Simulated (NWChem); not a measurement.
# the pair BH3···C2H2O, step by step

Aim: the energy (singlet C2H5BO, B3LYP-D2/STO-3G), then the energy (singlet BH3, B3LYP-D2/STO-3G), then the energy (singlet C2H2O, B3LYP-D2/STO-3G), then the energy (singlet BH3, B3LYP-D2/STO-3G), then the energy (singlet C2H2O, B3LYP-D2/STO-3G) of C2H5BO and its partners. 

The results are computed with NWChem 7.3.0.

## Step 1: The system as given

The species is C2H5BO (9 atoms), meant as a singlet with charge 0. The two molecules were placed rigidly side by side, at 1 times their contact distance; the pair isn't optimised.

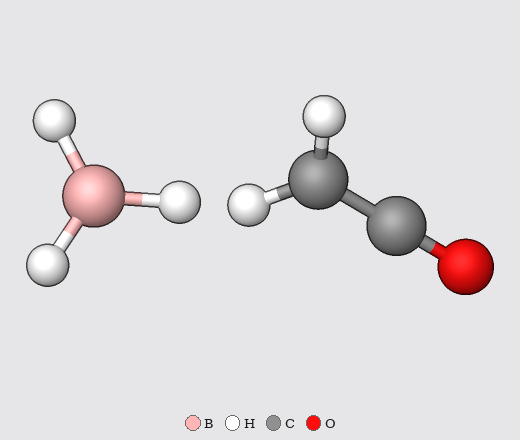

Viewed from a chosen angle; boron pink, hydrogen white, carbon grey, oxygen red.

## Step 2: A single-point energy at B3LYP-D2/STO-3G (run 1)

c2h5bo.nw reads:

```
start c2h5bo
title "C2H5BO energy"
memory total 2200 mb
geometry units angstrom noautosym nocenter noautoz
  B        0.000030      -0.000030      -0.000050
  H        0.968320       0.396780       0.573850
  H       -0.290070      -1.156720       0.048050
  H       -0.678280       0.759980      -0.621850
  C        3.484510       1.642770      -0.159190
  C        4.717770       1.513080       0.253570
  O        5.808910       1.398390       0.618840
  H        2.860370       2.414280       0.266420
  H        3.106470       0.976600      -0.920320
end
basis spherical bse
  B library STO-3G
  H library STO-3G
  C library STO-3G
  O library STO-3G
end
dft
  xc b3lyp
  mult 1
  disp vdw 2
  grid fine
  convergence energy 1e-08
  maxiter 100
  mulliken
  noprint "final vectors analysis"
end
task dft energy
```

Started as:

```bash
$ nwchem c2h5bo.nw > c2h5bo.out
```

Standard output:

```text
[...]
          Wavefunction type:  closed shell.
          No. of atoms     :     9
          No. of electrons :    30
[...]
          Charge           :     0
          Spin multiplicity:     1
[...]
          AO basis - number of functions:    25
[...]
              XC Information
              --------------
                         B3LYP Method XC Potential
                     Hartree-Fock (Exact) Exchange  0.200
                        Slater Exchange Functional  0.800 local
                    Becke 1988 Exchange Functional  0.720 non-local
              Lee-Yang-Parr Correlation Functional  0.810
                  VWN I RPA Correlation Functional  0.190 local
[...]
 d= 0,ls=0.0,diis     1   -176.7356306614 -2.63D+02  7.52D-02  7.82D-01     0.5
[...]
 d= 0,ls=0.0,diis    10   -176.8616921530 -5.47D-10  6.38D-07  5.27D-10     2.8
         Total DFT energy =     -176.861692153002
      One electron energy =     -409.475216870114
           Coulomb energy =      171.965290901760
    Exchange-Corr. energy =      -25.369952130956
 Nuclear repulsion energy =       86.021947758815
    Dispersion correction =       -0.003761812507
[...]
      Total Density - Mulliken Population Analysis
     ---------------------------------------------
    Atom       Charge   Shell Charges
 -----------   ------   -------------------------------------------------------
    1 B    5     4.88   1.99  1.06  1.83
    2 H    1     1.04   1.04
    3 H    1     1.04   1.04
    4 H    1     1.04   1.04
    5 C    6     6.26   1.99  1.10  3.17
    6 C    6     5.80   1.99  1.05  2.75
    7 O    8     8.14   2.00  1.88  4.26
    8 H    1     0.90   0.90
    9 H    1     0.90   0.90
[...]
```

It took 3.6 s on 1 thread of Intel Xeon Platinum 8488C (Sapphire Rapids), shared host; peak memory 0.11 GiB.

## Step 3: BH3: the energy at B3LYP-D2/STO-3G (run 2)

m1.nw reads:

```
start m1
memory 2200 mb

geometry units angstroms noautosym nocenter noautoz
B     0.000030   -0.000030   -0.000050
H     0.968320    0.396780    0.573850
H    -0.290070   -1.156720    0.048050
H    -0.678280    0.759980   -0.621850
end

basis spherical bse
* library STO-3G
end

dft
xc b3lyp
disp vdw 2
grid fine
convergence energy 1e-08
maxiter 100
mulliken
print low
end

task dft energy
```

Started as:

```bash
$ nwchem m1.nw > m1.out
```

Standard output:

```text
[...]
 d= 0,ls=0.0,diis     1    -26.2736291201 -3.37D+01  6.04D-02  9.00D-02     0.1
[...]
 d= 0,ls=0.0,diis     5    -26.2943755211 -9.94D-09  4.30D-08  8.43D-14     0.3
         Total DFT energy =      -26.294375521093
      One electron energy =      -49.012782192894
           Coulomb energy =       20.512335035503
    Exchange-Corr. energy =       -5.211349666061
 Nuclear repulsion energy =        7.418843803241
    Dispersion correction =       -0.001422500882
[...]
      Total Density - Mulliken Population Analysis
     ---------------------------------------------
    Atom       Charge   Shell Charges
 -----------   ------   -------------------------------------------------------
    1 B    5     4.87   1.99  1.06  1.82
    2 H    1     1.04   1.04
    3 H    1     1.04   1.04
    4 H    1     1.04   1.04
[...]
```

Wall time 1.1 s (1 thread of Intel Xeon Platinum 8488C (Sapphire Rapids), shared host); peak memory 0.1 GiB.

## Step 4: C2H2O: a single-point energy at B3LYP-D2/STO-3G (run 3)

c2h2o.nw reads:

```
start c2h2o
title "C2H2O"
memory stack 880 mb heap 220 mb global 1100 mb
charge 0

geometry units atomic noautosym nocenter noautoz
  C   6.58476958  3.10438539 -0.30082550
  C   8.91529322  2.85930680  0.47917785
  O  10.97724898  2.64257412  1.16943811
  H   5.40531592  4.56232799  0.50346083
  H   5.87037751  1.84550653 -1.73915275
end

basis spherical bse
  * library STO-3G
end

dft
  xc b3lyp
  disp vdw 2
  grid fine
  convergence energy 1e-08
  maxiter 100
  mulliken
  print low
end

task dft energy
```

Started as:

```bash
$ nwchem c2h2o.nw > c2h2o.out
```

Standard output:

```text
[...]
 d= 0,ls=0.0,diis     1   -150.4614808124 -2.09D+02  1.07D-01  6.92D-01     0.2
[...]
 d= 0,ls=0.0,diis     8   -150.5667540453  7.37D-10  5.46D-06  1.25D-08     0.9
         Total DFT energy =     -150.566754045285
      One electron energy =     -320.830247863540
           Coulomb energy =      131.632658231315
    Exchange-Corr. energy =      -20.157790638941
 Nuclear repulsion energy =       58.789561007929
    Dispersion correction =       -0.000934782049
[...]
      Total Density - Mulliken Population Analysis
     ---------------------------------------------
    Atom       Charge   Shell Charges
 -----------   ------   -------------------------------------------------------
    1 C    6     6.26   1.99  1.10  3.17
    2 C    6     5.80   1.99  1.05  2.75
    3 O    8     8.14   2.00  1.88  4.26
    4 H    1     0.90   0.90
    5 H    1     0.90   0.90
[...]
```

Wall time 1.6 s (1 thread of Intel Xeon Platinum 8488C (Sapphire Rapids), shared host); peak memory 0.11 GiB.

## Step 5: BH3 among ghost functions: the energy at B3LYP-D2/STO-3G (with ghost functions) (run 4)

work.nw reads:

```
start work
title "BH3 B3LYP"
memory stack 880 mb heap 220 mb global 1100 mb

geometry units atomic noautosym nocenter noautoz
  B    0.00005669  -0.00005669  -0.00009449
  H    1.82985960   0.74980553   1.08441934
  H   -0.54815286  -2.18588400   0.09080134
  H   -1.28176344   1.43615406  -1.17512619
  bqC      6.584770     3.104385    -0.300826
  bqC      8.915293     2.859307     0.479178
  bqO     10.977249     2.642574     1.169438
  bqH      5.405316     4.562328     0.503461
  bqH      5.870378     1.845507    -1.739153
end

basis "ao basis" spherical bse
  B library STO-3G
  H library STO-3G
  bqC library C STO-3G
  bqO library O STO-3G
  bqH library H STO-3G
end

dft
  xc b3lyp
  disp vdw 2
  grid fine
  convergence energy 1e-08
  maxiter 100
  mulliken
  print low
end

task dft energy
```

Started as:

```bash
$ nwchem work.nw > work.out
```

Standard output:

```text
[...]
 d= 0,ls=0.0,diis     1    -26.2737446648 -3.37D+01  1.93D-02  9.01D-02     0.4
[...]
 d= 0,ls=0.0,diis     6    -26.2945183703 -2.70D-13  7.72D-09  1.60D-14     1.6
         Total DFT energy =      -26.294518370299
      One electron energy =      -49.010885609381
           Coulomb energy =       20.509792209213
    Exchange-Corr. energy =       -5.210845738141
 Nuclear repulsion energy =        7.418843269004
    Dispersion correction =       -0.001422500994
[...]
      Total Density - Mulliken Population Analysis
     ---------------------------------------------
    Atom       Charge   Shell Charges
 -----------   ------   -------------------------------------------------------
    1 B    5     4.87   1.99  1.06  1.82
    2 H    1     1.04   1.04
    3 H    1     1.04   1.04
    4 H    1     1.04   1.04
    5 X    0     0.00   0.00  0.00  0.00
    6 X    0     0.00   0.00  0.00  0.00
    7 X    0    -0.00   0.00 -0.00 -0.00
    8 X    0     0.00   0.00
    9 X    0     0.00   0.00
[...]
```

It took 2.4 s on 1 thread of Intel Xeon Platinum 8488C (Sapphire Rapids), shared host; peak memory 0.11 GiB.

## Step 6: C2H2O among ghost functions: a single-point energy at B3LYP-D2/STO-3G (with ghost functions) (run 5)

c2h2o.nw reads:

```
start c2h2o
memory 2200 mb
charge 0

geometry noautosym nocenter noautoz
 C        3.484510       1.642770      -0.159190
 C        4.717770       1.513080       0.253570
 O        5.808910       1.398390       0.618840
 H        2.860370       2.414280       0.266420
 H        3.106470       0.976600      -0.920320
 bqB      0.000030    -0.000030    -0.000050
 bqH      0.968320     0.396780     0.573850
 bqH     -0.290070    -1.156720     0.048050
 bqH     -0.678280     0.759980    -0.621850
end

basis "ao basis" spherical bse
 C library STO-3G
 O library STO-3G
 H library STO-3G
 bqB library B STO-3G
 bqH library H STO-3G
end

dft
 xc b3lyp
 disp vdw 2
 grid fine
 convergence energy 1e-08
 iterations 100
 mulliken
 noprint "final vectors analysis"
end

task dft
```

Started as:

```bash
$ nwchem c2h2o.nw > c2h2o.out
```

Standard output:

```text
[...]
          Wavefunction type:  closed shell.
          No. of atoms     :     9
          No. of electrons :    22
[...]
          Charge           :     0
          Spin multiplicity:     1
[...]
          AO basis - number of functions:    25
[...]
              XC Information
              --------------
                         B3LYP Method XC Potential
                     Hartree-Fock (Exact) Exchange  0.200
                        Slater Exchange Functional  0.800 local
                    Becke 1988 Exchange Functional  0.720 non-local
              Lee-Yang-Parr Correlation Functional  0.810
                  VWN I RPA Correlation Functional  0.190 local
[...]
 d= 0,ls=0.0,diis     1   -150.4616557595 -2.09D+02  7.27D-02  6.93D-01     0.4
[...]
 d= 0,ls=0.0,diis     8   -150.5669939906  7.43D-10  3.71D-06  1.26D-08     2.1
         Total DFT energy =     -150.566993990649
      One electron energy =     -320.824457058721
           Coulomb energy =      131.625903482265
    Exchange-Corr. energy =      -20.157070809673
 Nuclear repulsion energy =       58.789565177187
    Dispersion correction =       -0.000934781707
[...]
      Total Density - Mulliken Population Analysis
     ---------------------------------------------
    Atom       Charge   Shell Charges
 -----------   ------   -------------------------------------------------------
    1 C    6     6.26   1.99  1.10  3.17
    2 C    6     5.80   1.99  1.05  2.75
    3 O    8     8.14   2.00  1.88  4.26
    4 H    1     0.90   0.90
    5 H    1     0.90   0.90
    6 X    0     0.00   0.00  0.00  0.00
    7 X    0     0.00   0.00
    8 X    0     0.00   0.00
    9 X    0     0.00   0.00
[...]
```

Run time: 2.9 s. Hardware: 1 thread of Intel Xeon Platinum 8488C (Sapphire Rapids), shared host; peak memory 0.11 GiB.

## Step 7: Outcome

| quantity | value |
| --- | --- |
| run 1, B3LYP-D2/STO-3G: total energy | -176.86169 Eh |
| run 1, B3LYP-D2/STO-3G: dipole moment | 0.48 D |
| run 1, B3LYP-D2/STO-3G: dispersion energy | -9.88 kJ/mol |
| BH3: total energy | -26.29438 Eh |
| BH3: dispersion energy | -3.73 kJ/mol |
| C2H2O: total energy | -150.56675 Eh |
| C2H2O: dispersion energy | -2.45 kJ/mol |
| BH3 among ghost functions: total energy | -26.29452 Eh |
| BH3 among ghost functions: dispersion energy | -3.73 kJ/mol |
| C2H2O among ghost functions: total energy | -150.56699 Eh |
| C2H2O among ghost functions: dipole moment | 0.50 D |
| C2H2O among ghost functions: dispersion energy | -2.45 kJ/mol |
| interaction energy of the rigid parts BH3 and C2H2O (parts in their own basis; closest atoms 2.67 Å apart) | -0.015 eV |
| interaction energy of the rigid parts BH3 and C2H2O (parts in the whole basis, counterpoise; closest atoms 2.67 Å apart) | -0.005 eV |

In words: The interaction energy of the rigid parts BH3 and C2H2O (parts in their own basis; closest atoms 2.67 Å apart) is −0.02 eV (−0.4 kcal/mol). Without counterpoise this holds the superposition error of the basis. The interaction energy of the rigid parts BH3 and C2H2O (parts in the whole basis, counterpoise; closest atoms 2.67 Å apart) is −0.00 eV (−0.5 kJ/mol). The basis-set superposition error is 1.0 kJ/mol.
